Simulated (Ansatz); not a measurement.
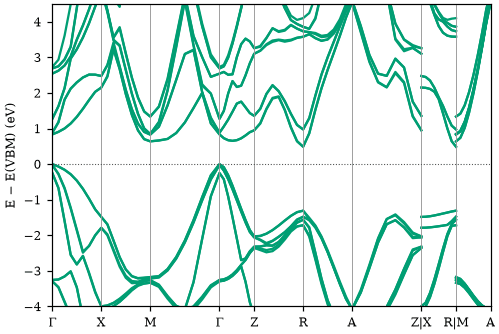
Figure. Band structure from the program Ansatz at the r²SCAN with spin–orbit coupling level (PAW)

Problem. Read off the gap and where the band edges lie.

Solution. About 0.5 eV (0.49 eV by a search for the band edges); maximum at Γ, minimum at R.

The material is SiGe$_{3}$ in space group P-4m2 (No. 115; Si on 1a, Ge on 2g, Ge on 1c).

The start of the workflow was typed in or built on a structure type; neither database checked (COD, Materials Project) lists it. Whether it is the stable phase at ambient conditions was not checked. The r²SCAN relaxation kept the symmetry of its start; whether a distortion lowers the energy is not shown.

Potentials: the earlier of the program's two PAW sets.
